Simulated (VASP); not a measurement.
Band structure of ZnS (wurtzite). Method: MS2 meta-GGA, VASP's PBE PAW potentials (set 64) (plane waves; VASP).

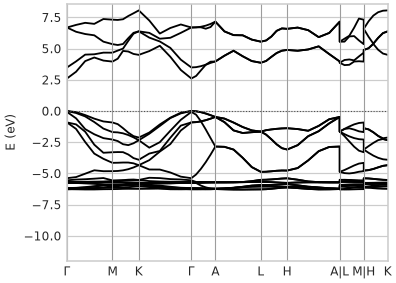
Figure: Bands along high-symmetry lines, zero at the valence-band maximum or, without a gap, the Fermi level

Problem. Read the plot: is there a gap, and where are the band edges?

Solution. The gap is direct, 2.61 eV, from the valence maximum at Γ to the conduction minimum at Γ.

Measured: gap 3.91 eV (computed value off by -1.30 eV), as given by Mehmet Aras et al., The Journal of Chemical Physics (2014), arXiv:1312.4272.

The compound is ZnS in the wurtzite structure, the high-temperature form. It was relaxed first.
